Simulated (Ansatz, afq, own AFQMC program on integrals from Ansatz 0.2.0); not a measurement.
**AlC (quartet): quantum Monte Carlo beside coupled cluster at distance Al1–C2 = 1.595 Å, cc-pVDZ**

Aim: compute AlC (quartet) with auxiliary-field quantum Monte Carlo on the same integrals as coupled cluster, and set the energies side by side.

Program: Ansatz 0.2.0, Gaussian basis, and an in-house AFQMC program (afq) on its integrals; all values are calculated. Level of theory: cc-pVDZ, frozen cores. These are calculated values, not measurements.

The runs, in order: Full CI; PBE (unrestricted); CCSD(T) on UHF; r2SCAN (unrestricted); PBE0 (unrestricted); B3LYP (unrestricted); wB97M-V (unrestricted); B2PLYP (unrestricted); Full CI; Full CI (sextet); CCSDT(Q) on UHF; CCSDTQ on UHF; Phaseless AFQMC, CISD trial on UHF; Phaseless AFQMC, single-determinant trial on UHF; Free-projection AFQMC, CISD trial on UHF; Free-projection AFQMC, CID trial on UHF; Free-projection AFQMC, CISD trial on UHF.

5 further runs of the same task are left out: 5 that didn't finish.

**1. The geometry**

The geometry derives from a PBE0/def2-TZVP stationary point (not a proven minimum). One bond is set to the value named and the two fragments are kept rigid.

2 atoms, charge 0, spin multiplicity 4.

Atoms are counted from 1 here; the program's logs count them from 0.

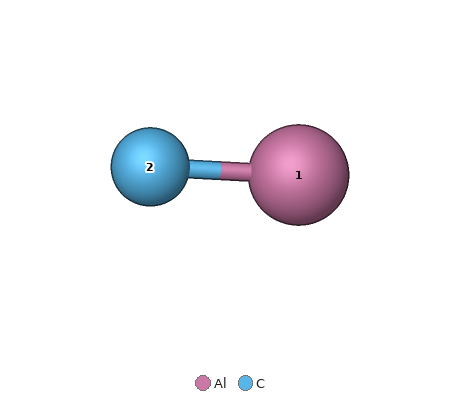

The structure; aluminium pink, carbon blue; atoms are numbered from 1 in the order of the file.

**2. Full CI**

File in.yaml:

```yaml
crystal:
  periodic: [false, false, false]
  atoms:
    - {symbol: Al, position_ang: [0.000000, 0.000000, 0.000000]}
    - {symbol: C, position_ang: [0.000000, 0.000000, 1.595000]}
basis:
  gaussian: {orbitals: cc-pVDZ}
magnetization: {spin_polarized: false, initial_magnetization: 3}
correlation: {method: fci, electrons: outside_noble_gas}
```

On the command line:

```sh
$ ansatz run in.yaml --threads 1 --pin off --events-out ev --progress --plain --max-ram 16896MiB --backend cuda --devices 0, --max-vram 18GiB
```

Standard output:

```text
Functional definition: HF
  name "HF"
  cite "Fock, Z. Phys. 61, 126 (1930) doi:10.1007/BF01340294"
  parent pbe
  exchange = exact_x
  correlation = 0
576 factors; integrals over basis functions are off by at most 1.6e-7 eV
mean field evaluation 1: about -7606.4685 eV, gradient 1.0e1 eV
mean field evaluation 2: about -7606.4713 eV, gradient 1.0e1 eV
mean field evaluation 4: about -7607.3379 eV, gradient 2.4e0 eV
mean field evaluation 8: about -7607.7716 eV, gradient 4.6e-1 eV
mean field evaluation 16: about -7605.6550 eV, gradient 8.1e0 eV
mean field evaluation 32: about -7606.3089 eV, gradient 7.6e-1 eV
mean field -7607.77490123 eV, -279.5805708852 hartree, gradient 8.6e-6 eV, S^2 3.750000; 6 other end points of the search recorded, 0 dependent functions left out
mean field evaluation 64: about -7607.6979 eV, gradient 1.3e0 eV
mean field evaluation 96: about -7606.4198 eV, gradient 2.7e-3 eV
determinant -7607.77490123 eV, -279.5805708852 hartree, with singles and doubles -7611.52563051 eV, -279.7184076440 hartree
determinant -7606.26047224 eV, -279.5249166462 hartree, with singles and doubles -7610.12584810 eV, -279.6669665892 hartree
6 core orbitals not correlated: weight in the atoms' cores, before any rotation towards them, 1.000 or more for the frozen orbitals, at most 0.000 for the correlated occupied ones
reference -7607.77490123 eV, -279.5805708852 hartree; 5, 2 occupied and 21, 24 virtual orbitals, 576 factors
state -7611.68685330 eV, -279.7243324719 hartree
Total energy: -7611.68685330 eV, -279.7243324719 hartree
```

Run time: 6 s. Hardware: 1 × NVIDIA H100 80GB HBM3 with 1 thread of AMD EPYC 7R13 (Zen 3), shared host; peak host memory 1 GiB.

From the report: 5,352,180 determinants, symmetry A2.

**3. PBE (unrestricted)**

File in.yaml:

```yaml
crystal:
  periodic: [false, false, false]
  atoms:
    - {symbol: Al, position_ang: [0.000000, 0.000000, 0.000000]}
    - {symbol: C, position_ang: [0.000000, 0.000000, 1.595000]}
basis:
  gaussian: {orbitals: cc-pVDZ}
magnetization: {spin_polarized: true, initial_magnetization: 3}
hamiltonian: {xc: {name: PBE}}
output: {orbitals: {seedname: orbitals}}
```

On the command line:

```sh
$ ansatz run in.yaml --threads 1 --pin off --events-out ev --progress --plain --max-ram 5632MiB --backend cpu
```

Standard output:

```text
Functional definition: PBE
  name "PBE"
  cite "Perdew, Burke & Ernzerhof, Phys. Rev. Lett. 77, 3865 (1996) doi:10.1103/PhysRevLett.77.3865"
  parent pbe
  parameter kappa = 0.804
  parameter beta = 0.06672455060314922
  exchange = pbe_x(kappa = kappa, mu = beta*pi^2/3)
  correlation = pbe_c(beta = beta)
315 factors; integrals over basis functions are off by at most 7.9e-4 eV
mean field evaluation 1: about -7613.8578 eV, gradient 3.1e1 eV
mean field evaluation 2: about -7568.2905 eV, gradient 6.3e1 eV
mean field evaluation 4: about -7620.6370 eV, gradient 8.6e0 eV
mean field evaluation 8: about -7621.3489 eV, gradient 9.4e-2 eV
mean field evaluation 16: about -7621.3472 eV, gradient 2.0e-5 eV
mean field evaluation 32: about -7621.3472 eV, gradient 2.0e-5 eV
mean field -7621.34723560 eV, -280.0793449736 hartree, gradient 2.0e-5 eV, S^2 3.752614; 4 other end points of the search recorded, 0 dependent functions left out
reference -7621.34726506 eV, -280.0793460562 hartree; 11, 8 occupied and 21, 24 virtual orbitals, 315 factors
Total energy: -7621.34726506 eV, -280.0793460562 hartree
```

Run time: 0.79 s. Hardware: 1 thread of AMD EPYC 7R13 (Zen 3), shared host; peak memory 0.71 GiB.

From the report: ⟨S²⟩ of the determinant 3.753 (pure quartet: 3.75).

**4. CCSD(T) on UHF**

Changes to in.yaml since step 3:

```diff
@@ -8,3 +8,2 @@
 magnetization: {spin_polarized: true, initial_magnetization: 3}
-hamiltonian: {xc: {name: PBE}}
-output: {orbitals: {seedname: orbitals}}
+correlation: {method: ccsd_t, electrons: outside_noble_gas, hamiltonian_folder: ham}
```

On the command line:

```sh
$ ansatz run in.yaml --threads 1 --pin off --events-out ev --progress --plain --max-ram 16896MiB --backend cuda --devices 0, --max-vram 18GiB
```

Standard output:

```text
Functional definition: HF
  name "HF"
  cite "Fock, Z. Phys. 61, 126 (1930) doi:10.1007/BF01340294"
  parent pbe
  exchange = exact_x
  correlation = 0
315 factors; integrals over basis functions are off by at most 7.9e-4 eV
mean field evaluation 1: about -7606.5605 eV, gradient 9.9e0 eV
mean field evaluation 2: about -7606.5635 eV, gradient 9.9e0 eV
mean field evaluation 4: about -7607.5675 eV, gradient 1.8e0 eV
mean field evaluation 8: about -7607.8329 eV, gradient 7.0e-2 eV
mean field evaluation 16: about -7607.5644 eV, gradient 1.8e0 eV
mean field evaluation 32: about -7607.8330 eV, gradient 2.5e-6 eV
mean field evaluation 64: about -7607.7229 eV, gradient 9.9e-1 eV
mean field evaluation 96: about -7607.8329 eV, gradient 1.0e-2 eV
mean field evaluation 128: about -7604.4065 eV, gradient 8.7e0 eV
mean field evaluation 160: about -7604.4419 eV, gradient 6.2e-4 eV
mean field evaluation 192: about -7606.3916 eV, gradient 5.9e-1 eV
mean field evaluation 224: about -7607.8330 eV, gradient 1.1e-3 eV
mean field evaluation 256: about -7603.9554 eV, gradient 4.6e0 eV
mean field evaluation 288: about -7604.0281 eV, gradient 1.8e-3 eV
mean field -7607.83301980 eV, -279.5827067031 hartree, gradient 1.3e-6 eV, S^2 3.757394; 10 other end points of the search recorded, 0 dependent functions left out
determinant -7607.83301980 eV, -279.5827067031 hartree, with singles and doubles -7611.52651355 eV, -279.7184400951 hartree
determinant -7606.41971440 eV, -279.5307686878 hartree, with singles and doubles -7610.13053084 eV, -279.6671386765 hartree
determinant -7604.44189583 eV, -279.4580851958 hartree, with singles and doubles -7608.61935708 eV, -279.6116040651 hartree
determinant -7604.02810409 eV, -279.4428786299 hartree, with singles and doubles -7606.84768803 eV, -279.5464964287 hartree
6 core orbitals not correlated: weight in the atoms' cores, before any rotation towards them, 1.000 or more for the frozen orbitals, at most 0.000 for the correlated occupied ones
reference -7607.83301980 eV, -279.5827067031 hartree; 5, 2 occupied and 21, 24 virtual orbitals, 315 factors
second order -2.79466594 eV of doubles, -0.00000000 eV of singles
cycle   1  -3.69241342 eV  change    1.1e-3 eV  update   2.1e-3
cycle   2  -3.69278914 eV  change   -3.8e-4 eV  update   1.4e-3
cycle   3  -3.69300202 eV  change   -2.1e-4 eV  update   6.7e-4
cycle   4  -3.69362556 eV  change   -6.2e-4 eV  update   3.9e-4
cycle   5  -3.69436240 eV  change   -7.4e-4 eV  update   1.8e-4
cycle   6  -3.69456683 eV  change   -2.0e-4 eV  update   4.8e-5
cycle   7  -3.69458735 eV  change   -2.1e-5 eV  update   2.2e-5
cycle   8  -3.69457085 eV  change    1.7e-5 eV  update   8.1e-6
cycle   9  -3.69457268 eV  change   -1.8e-6 eV  update   3.5e-6
perturbative correction -0.11584511 eV, -0.0042572295 hartree
Total energy: -7611.64343759 eV, -279.7227369744 hartree
```

It took 1.8 s on 1 × NVIDIA H100 80GB HBM3 with 1 thread of AMD EPYC 7R13 (Zen 3), shared host; peak host memory 0.85 GiB.

From the report: ⟨S²⟩ of the determinant 3.757 (pure quartet: 3.75); correlation -3.8104 eV; T1 0.053; largest double amplitude 0.09.

This run also writes the integrals to the folder ham.

**5. r2SCAN (unrestricted)**

Changes to in.yaml since step 4:

```diff
@@ -8,2 +8,2 @@
 magnetization: {spin_polarized: true, initial_magnetization: 3}
-correlation: {method: ccsd_t, electrons: outside_noble_gas, hamiltonian_folder: ham}
+hamiltonian: {xc: {name: r2SCAN}}
```

On the command line:

```sh
$ ansatz run in.yaml --threads 1 --pin off --events-out ev --progress --plain --max-ram 5632MiB --backend cpu
```

Standard output:

```text
Functional definition: r2SCAN
  name "r2SCAN"
  cite "Furness, Kaplan, Ning, Perdew & Sun, J. Phys. Chem. Lett. 11, 8208 (2020) doi:10.1021/acs.jpclett.0c02405"
  cite "Furness, Kaplan, Ning, Perdew & Sun, J. Phys. Chem. Lett. 11, 9248 (2020) doi:10.1021/acs.jpclett.0c03077"
  parent r2scan
  parameter k0 = 0.174
  parameter k1 = 0.065
  parameter a1 = 4.9479
  exchange = r2scan_x(k0 = k0, k1 = k1, a1 = a1)
  correlation = r2scan_c
315 factors; integrals over basis functions are off by at most 7.9e-4 eV
mean field evaluation 1: about -7619.1140 eV, gradient 2.7e1 eV
mean field evaluation 2: about -7587.4582 eV, gradient 5.7e1 eV
mean field evaluation 4: about -7624.7711 eV, gradient 6.1e0 eV
mean field evaluation 8: about -7625.1201 eV, gradient 8.2e-2 eV
mean field evaluation 16: about -7625.1202 eV, gradient 5.6e-5 eV
mean field evaluation 32: about -7624.9579 eV, gradient 3.1e0 eV
mean field -7625.12019847 eV, -280.2179988018 hartree, gradient 3.4e-6 eV, S^2 3.755090; 4 other end points of the search recorded, 0 dependent functions left out
reference -7625.12020967 eV, -280.2179992133 hartree; 11, 8 occupied and 21, 24 virtual orbitals, 315 factors
Total energy: -7625.12020967 eV, -280.2179992133 hartree
```

It took 1.9 s on 1 thread of AMD EPYC 7R13 (Zen 3), shared host; peak memory 0.71 GiB.

From the report: ⟨S²⟩ of the determinant 3.755 (pure quartet: 3.75).

**6. PBE0 (unrestricted)**

Changes to in.yaml since step 5:

```diff
@@ -8,2 +8,3 @@
 magnetization: {spin_polarized: true, initial_magnetization: 3}
-hamiltonian: {xc: {name: r2SCAN}}
+hamiltonian: {xc: {name: PBE0}}
+output: {orbitals: {seedname: orbitals}}
```

The command is unchanged.

Standard output:

```text
Functional definition: PBE0
  name "PBE0"
  cite "Adamo & Barone, J. Chem. Phys. 110, 6158 (1999) doi:10.1063/1.478522"
  cite "Perdew, Burke & Ernzerhof, Phys. Rev. Lett. 77, 3865 (1996) doi:10.1103/PhysRevLett.77.3865"
  parent pbe
  parameter a = 0.25
  parameter kappa = 0.804
  parameter beta = 0.06672455060314922
  exchange = (1 - a)*pbe_x(kappa = kappa, mu = beta*pi^2/3) + a*exact_x
  correlation = pbe_c(beta = beta)
315 factors; integrals over basis functions are off by at most 7.9e-4 eV
mean field evaluation 1: about -7617.5408 eV, gradient 2.4e1 eV
mean field evaluation 2: about -7604.3495 eV, gradient 4.4e1 eV
mean field evaluation 4: about -7621.9772 eV, gradient 2.4e0 eV
mean field evaluation 8: about -7622.0822 eV, gradient 1.8e-1 eV
mean field evaluation 16: about -7622.0825 eV, gradient 4.1e-6 eV
mean field -7622.08249946 eV, -280.1063654220 hartree, gradient 4.2e-6 eV, S^2 3.753680; 1 other end points of the search recorded, 0 dependent functions left out
reference -7622.08252074 eV, -280.1063662040 hartree; 11, 8 occupied and 21, 24 virtual orbitals, 315 factors
Total energy: -7622.08252074 eV, -280.1063662040 hartree
```

Wall time 0.54 s (1 thread of AMD EPYC 7R13 (Zen 3), shared host); peak memory 0.71 GiB.

From the report: ⟨S²⟩ of the determinant 3.754 (pure quartet: 3.75).

**7. B3LYP (unrestricted)**

Changes to in.yaml since step 6:

```diff
@@ -8,3 +8,2 @@
 magnetization: {spin_polarized: true, initial_magnetization: 3}
-hamiltonian: {xc: {name: PBE0}}
-output: {orbitals: {seedname: orbitals}}
+hamiltonian: {xc: {name: B3LYP}}
```

The command is unchanged.

Standard output:

```text
Functional definition: B3LYP
  name "B3LYP"
  cite "Stephens, Devlin, Chabalowski & Frisch, J. Phys. Chem. 98, 11623 (1994) doi:10.1021/j100096a001"
  cite "Becke, Phys. Rev. A 38, 3098 (1988) doi:10.1103/PhysRevA.38.3098"
  cite "Lee, Yang & Parr, Phys. Rev. B 37, 785 (1988) doi:10.1103/PhysRevB.37.785"
  cite "Vosko, Wilk & Nusair, Can. J. Phys. 58, 1200 (1980) doi:10.1139/p80-159"
  parameter a0 = 0.2
  parameter ax = 0.72
  parameter ac = 0.81
  exchange = (1 - a0 - ax)*slater_x + ax*b88_x + a0*exact_x
  correlation = (1 - ac)*vwn_rpa_c + ac*lyp_c
315 factors; integrals over basis functions are off by at most 7.9e-4 eV
mean field evaluation 1: about -7621.5340 eV, gradient 2.7e1 eV
mean field evaluation 2: about -7601.3339 eV, gradient 5.1e1 eV
mean field evaluation 4: about -7626.9477 eV, gradient 3.3e0 eV
mean field evaluation 8: about -7627.0853 eV, gradient 1.6e-1 eV
mean field evaluation 16: about -7627.0855 eV, gradient 2.8e-5 eV
mean field -7627.08552483 eV, -280.2902232133 hartree, gradient 2.8e-5 eV, S^2 3.753985; 1 other end points of the search recorded, 0 dependent functions left out
reference -7627.08569762 eV, -280.2902295630 hartree; 11, 8 occupied and 21, 24 virtual orbitals, 315 factors
Total energy: -7627.08569762 eV, -280.2902295630 hartree
```

Wall time 0.54 s (1 thread of AMD EPYC 7R13 (Zen 3), shared host); peak memory 0.71 GiB.

From the report: ⟨S²⟩ of the determinant 3.754 (pure quartet: 3.75).

**8. wB97M-V (unrestricted)**

Changes to in.yaml since step 7:

```diff
@@ -8,2 +8,3 @@
 magnetization: {spin_polarized: true, initial_magnetization: 3}
-hamiltonian: {xc: {name: B3LYP}}
+hamiltonian: {xc: {name: wB97M-V}}
+output: {orbitals: {seedname: orbitals}}
```

The command is unchanged.

Standard output:

```text
Functional definition: wB97M-V
  name "wB97M-V"
  cite "Mardirossian & Head-Gordon, J. Chem. Phys. 144, 214110 (2016) doi:10.1063/1.4952647"
  cite "Becke, J. Chem. Phys. 107, 8554 (1997) doi:10.1063/1.475007"
  cite "Vydrov & Van Voorhis, J. Chem. Phys. 133, 244103 (2010) doi:10.1063/1.3521275"
  # Of w^i u^j: cxij and so on, Table III.
  parameter omega = 0.3/bohr
  parameter cx = 0.15
  parameter cx01 = 1.007
  parameter cx10 = 0.259
  parameter css00 = 0.443
  parameter css04 = -1.437
  parameter css10 = -4.535
  parameter css20 = -3.390
  parameter css43 = 4.278
  parameter cos00 = 1.000
  parameter cos10 = 1.358
  parameter cos20 = 2.924
  parameter cos21 = -8.812
  parameter cos60 = -1.390
  parameter cos61 = 9.142
  parameter b = 6.0
  parameter c = 0.01
  gx(w, u) = 1 - cx + cx01*u + cx10*w
  gss(w, u) = css00 + css04*u^4 + css10*w + css20*w^2 + css43*w^4*u^3
  gos(w, u) = cos00 + cos10*w + (cos20 + cos21*u)*w^2 + (cos60 + cos61*u)*w^6
  exchange = spin_sum(e_x_unif_sr(omega)*gx(b97_w, b97_u_x)) + cx*exact_x_sr(omega) + exact_x_lr(omega)
  correlation = spin_sum(e_c_pw_mod_same_spin*gss(b97_w, b97_u_same))
      + integral(e_c_pw_mod_opposite_spin*gos(b97_w_opposite, b97_u_opposite)) + vv10(b, c)
315 factors; integrals over basis functions are off by at most 7.9e-4 eV
105 factors; integrals over basis functions are off by at most 2.1e-5 eV
mean field evaluation 1: about -7623.2605 eV, gradient 1.8e1 eV
mean field evaluation 2: about -7623.7339 eV, gradient 1.7e1 eV
mean field evaluation 4: about -7625.8053 eV, gradient 6.5e-1 eV
mean field evaluation 8: about -7625.8544 eV, gradient 1.0e-1 eV
mean field evaluation 16: about -7625.8549 eV, gradient 5.5e-5 eV
mean field -7625.85494524 eV, -280.2450002476 hartree, gradient 5.5e-5 eV, S^2 3.753056; 1 other end points of the search recorded, 0 dependent functions left out
reference -7625.85497619 eV, -280.2450013849 hartree; 11, 8 occupied and 21, 24 virtual orbitals, 315 factors
Total energy: -7625.85497619 eV, -280.2450013849 hartree
```

Wall time 1.9 s (1 thread of AMD EPYC 7R13 (Zen 3), shared host); peak memory 0.71 GiB.

From the report: ⟨S²⟩ of the determinant 3.753 (pure quartet: 3.75).

**9. B2PLYP (unrestricted)**

Changes to in.yaml since step 8:

```diff
@@ -8,3 +8,3 @@
 magnetization: {spin_polarized: true, initial_magnetization: 3}
-hamiltonian: {xc: {name: wB97M-V}}
-output: {orbitals: {seedname: orbitals}}
+hamiltonian: {xc: {name: B2PLYP}}
+correlation: {electrons: outside_noble_gas}
```

Launched as before.

Standard output:

```text
Functional definition: B2PLYP
  name "B2PLYP"
  cite "Grimme, J. Chem. Phys. 124, 034108 (2006) doi:10.1063/1.2148954"
  cite "Becke, Phys. Rev. A 38, 3098 (1988) doi:10.1103/PhysRevA.38.3098"
  cite "Lee, Yang & Parr, Phys. Rev. B 37, 785 (1988) doi:10.1103/PhysRevB.37.785"
  parameter a = 0.53
  parameter c = 0.27
  exchange = (1 - a)*b88_x + a*exact_x
  correlation = (1 - c)*lyp_c + c*(mp2_os + mp2_ss)
315 factors; integrals over basis functions are off by at most 7.9e-4 eV
mean field evaluation 1: about -7618.4637 eV, gradient 1.8e1 eV
mean field evaluation 2: about -7618.5482 eV, gradient 1.8e1 eV
mean field evaluation 4: about -7621.0262 eV, gradient 1.3e0 eV
mean field evaluation 8: about -7621.1458 eV, gradient 1.8e-1 eV
mean field evaluation 16: about -7621.1473 eV, gradient 2.0e-4 eV
mean field -7621.14732557 eV, -280.0719984153 hartree, gradient 3.5e-6 eV, S^2 3.755971; 2 other end points of the search recorded, 0 dependent functions left out
6 core orbitals not correlated: weight in the atoms' cores, before any rotation towards them, 1.000 or more for the frozen orbitals, at most 0.000 for the correlated occupied ones
reference -7621.14743244 eV, -280.0720023429 hartree; 5, 2 occupied and 21, 24 virtual orbitals, 315 factors
second order -3.86160030 eV of doubles, -0.00000000 eV of singles
Total energy: -7622.19006452 eV, -280.1103183652 hartree
```

Wall time 0.78 s (1 thread of AMD EPYC 7R13 (Zen 3), shared host); peak memory 0.71 GiB.

From the report: ⟨S²⟩ of the determinant 3.756 (pure quartet: 3.75).

**10. Full CI**

File in.yaml:

```yaml
hamiltonian:
  integrals:
    folder: ../ham
correlation: {method: fci}
```

On the command line:

```sh
$ ansatz run in.yaml --threads 1 --pin off --events-out ev --progress --plain --max-ram 16896MiB --backend cuda --devices 0, --max-vram 18GiB
```

Standard output:

```text
Functional definition: HF
  name "HF"
  cite "Fock, Z. Phys. 61, 126 (1930) doi:10.1007/BF01340294"
  parent pbe
  exchange = exact_x
  correlation = 0
reference -7607.83301980 eV, -279.5827067031 hartree; 5, 2 occupied and 21, 24 virtual orbitals, 315 factors
state -7611.68846675 eV, -279.7243917653 hartree
Total energy: -7611.68846675 eV, -279.7243917653 hartree
```

Run time: 6.5 s. Hardware: 1 × NVIDIA H100 80GB HBM3 with 1 thread of AMD EPYC 7R13 (Zen 3), shared host; peak host memory 0.92 GiB.

From the report: 5,352,180 determinants.

**11. Full CI (sextet)**

File in.yaml:

```yaml
crystal:
  periodic: [false, false, false]
  atoms:
    - {symbol: Al, position_ang: [0.000000, 0.000000, 0.000000]}
    - {symbol: C, position_ang: [0.000000, 0.000000, 1.595000]}
basis:
  gaussian: {orbitals: cc-pVDZ}
magnetization: {spin_polarized: false, initial_magnetization: 5}
correlation: {method: fci, electrons: outside_noble_gas}
```

Same command.

Standard output:

```text
Functional definition: HF
  name "HF"
  cite "Fock, Z. Phys. 61, 126 (1930) doi:10.1007/BF01340294"
  parent pbe
  exchange = exact_x
  correlation = 0
576 factors; integrals over basis functions are off by at most 1.3e-7 eV
mean field evaluation 1: about -7604.4075 eV, gradient 9.1e0 eV
mean field evaluation 2: about -7604.4124 eV, gradient 9.1e0 eV
mean field evaluation 4: about -7605.5026 eV, gradient 1.1e0 eV
mean field evaluation 8: about -7605.5297 eV, gradient 9.4e-4 eV
mean field evaluation 16: about -7605.5297 eV, gradient 1.2e-5 eV
mean field -7605.52970171 eV, -279.4980613245 hartree, gradient 2.3e-6 eV, S^2 8.750000; 2 other end points of the search recorded, 0 dependent functions left out
mean field evaluation 32: about -7605.5825 eV, gradient 1.1e-3 eV
6 core orbitals not correlated: weight in the atoms' cores, before any rotation towards them, 1.000 or more for the frozen orbitals, at most 0.000 for the correlated occupied ones
reference -7605.52970171 eV, -279.4980613245 hartree; 6, 1 occupied and 20, 25 virtual orbitals, 576 factors
state -7608.16112551 eV, -279.5947643656 hartree
Total energy: -7608.16112551 eV, -279.5947643656 hartree
```

Wall time 5.5 s (1 × NVIDIA H100 80GB HBM3 with 1 thread of AMD EPYC 7R13 (Zen 3), shared host); peak host memory 1.1 GiB.

From the report: 1,496,572 determinants, symmetry B2.

(Part 1 of 2 ends here.)
